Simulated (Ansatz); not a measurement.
F$_{2}$GeP$_{2}$ (SMILES FP=[P]#[Ge][F])

| atom | x (Å) | y (Å) | z (Å) |
| --- | --- | --- | --- |
| F | -3.2772 | -1.3510 | 2.6904 |
| F | 0.4170 | 1.8314 | -0.5080 |
| Ge | -3.1725 | 0.0346 | 1.6112 |
| P | -1.0487 | 1.4485 | 0.0900 |
| P | -0.7861 | -0.1794 | 1.2707 |

Geometry: r2SCAN-D4/def2-SVP.

Theory: Ansatz, isolated molecule in a Gaussian basis; Kohn-Sham density functional theory, functional PBE0.

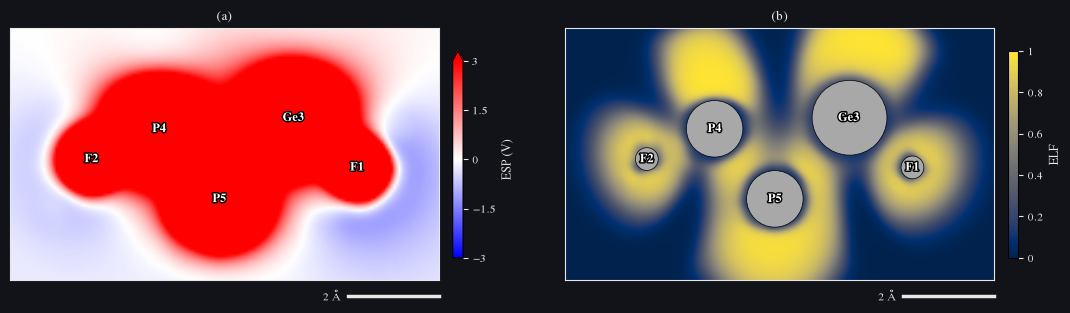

Figure 1. (a) molecular electrostatic potential; (b) electron localisation function on the molecular plane. Grey discs cover the atomic cores in the ELF map.

Describe what can be read from this map.

Answer. Atoms in the plane: F, Ge and P.
P–F (1.63 Å): the ELF peaks at about 0.80 between the atoms, as expected for a shared but strongly polarised pair.
Ge–F (1.76 Å): the ELF peaks at about 0.80 in the valence shell of F, 0.5 Å from its nucleus, and is about 0.25 at the midpoint.
P–P (2.03 Å): the ELF peaks at about 0.90 between the atoms (a covalent bond).
Ge–P (2.42 Å): the ELF peaks at about 0.90 in the valence shell of P, 1.0 Å from its nucleus, and is about 0.80 at the midpoint.
The ELF also peaks beside P5, F1, F2 and P4, away from the bonds: lone-pair regions.
Outside the dense part of the molecule the potential is most negative (−1.1 V) near F1.

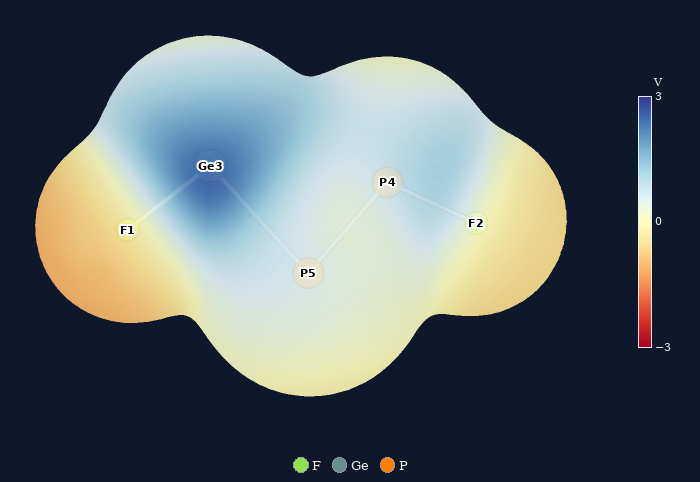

Figure 2. The molecular electrostatic potential painted on the density surface at 0.002 e/bohr³, seen across its widest extent; red is negative and blue positive.

Where is the surface potential most negative and most positive?

Answer. The most negative region (about −1.0 V) lies over F1, the most positive (about +2.5 V) over Ge3.

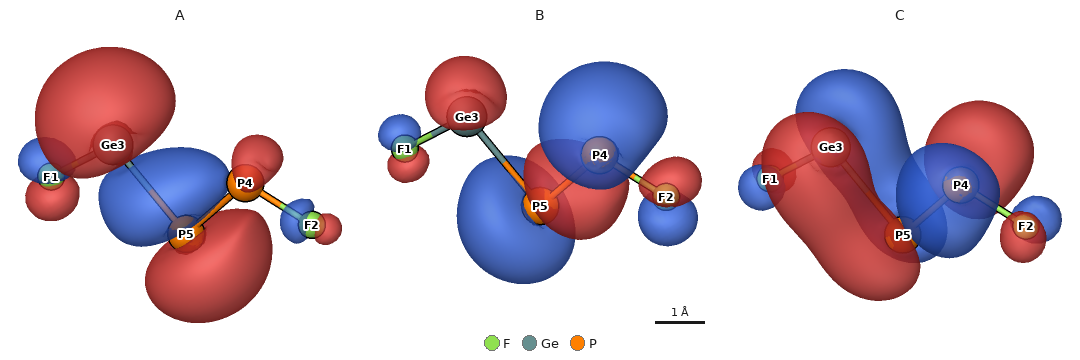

Figure 3. Three frontier orbitals at ±0.08 Å⁻³ᐟ² (red and blue are the two phases), in no order.

Which picture is the HOMO−1, the HOMO and the LUMO?

Answer. B is the HOMO−1 (−8.04 eV). Its weight (Hirshfeld) is mainly on P4 (about 50 %), P5 (about 35 %), F2 (about 10 %) and Ge3 (about 5 %); it is symmetric in the molecular plane (an in-plane orbital: σ, lone-pair or in-plane π type). A is the HOMO (−7.17 eV). By Hirshfeld shares it lies mainly on Ge3 (about 45 %), P5 (about 40 %) and P4 (about 10 %); it is symmetric in the molecular plane (an in-plane orbital: σ, lone-pair or in-plane π type). C is the LUMO (−3.41 eV). Its weight (Hirshfeld) is mainly on P4 (about 40 %), Ge3 (about 30 %) and P5 (about 20 %); it changes sign across the molecular plane (π type); π-bonding across Ge3–P5; π-antibonding (a node) across P4–P5.

What is the HOMO–LUMO gap?

Answer. 3.76 eV between the orbital energies.
